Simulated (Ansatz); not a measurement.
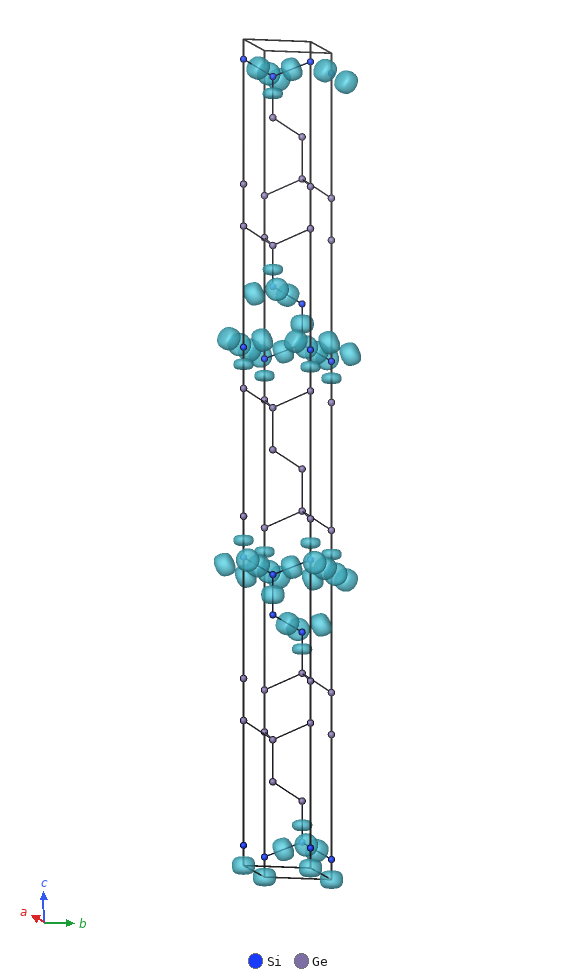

The picture shows: Si2Ge3. Isosurface of the ELF at 0.8 (cyan), seen at an oblique angle. Only the valence region is drawn (cores and ρ < 0.01 e/Å³ removed). Sticks mark near contacts.

Space group R-3m; a generated structure, not necessarily the stable one.

Computed with DFT PBE, scalar-relativistic, plane waves, PAW in Ansatz.

Describe the localisation domains.

The ELF exceeds this value in six regions between bonded Ge–Si atoms (shared pairs) and 21 regions between bonded Si–Si atoms (shared pairs), counted in one cell of 30 atoms. Regions shared between cells count once. Along the contacts the grid gives the following. Si–Si (2.38 Å): the ELF peaks at about 0.95 between the atoms, as expected for localised, covalent bonding. Si–Ge (2.43 Å): the ELF peaks at about 0.90 between the atoms; localised, covalent bonding.

Which way does charge flow, and how much by Bader's partition?

Very little charge moves. Bader charges: Si +0.03 and Ge −0.06 to 0.00 e.
